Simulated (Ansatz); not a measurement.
BaTiO3: pressure series

Take BaTiO$_{3}$ in the cubic perovskite structure (space group Pm-3m, No. 221; a = 4.019 Å) as the base.

Cell and atoms are relaxed at each pressure.

Calculations: PBE/PAW in Ansatz (an electronic-structure program), no spin-orbit coupling, earlier PAW set.

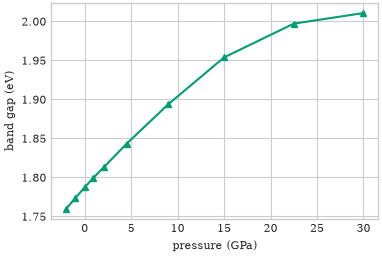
*Band gap against pressure*

Question: From the plot, what is the band gap for pressure 4.5 GPa?

Answer: About 1.84 eV.

Question: Is the trend monotonic over the range shown?

Answer: Yes, it rises throughout, spanning 1.76 eV to 2.01 eV.

Load acts through the strain it causes; cell and atoms are relaxed under it. Stability against distortions was not tested. No other phases were tried under pressure. All final runs are without spin polarisation. Many cubic perovskites are stable only at high temperature; tilts and polar distortions were not tested. This is not the structure that BaTiO3 has at room temperature and ambient pressure.
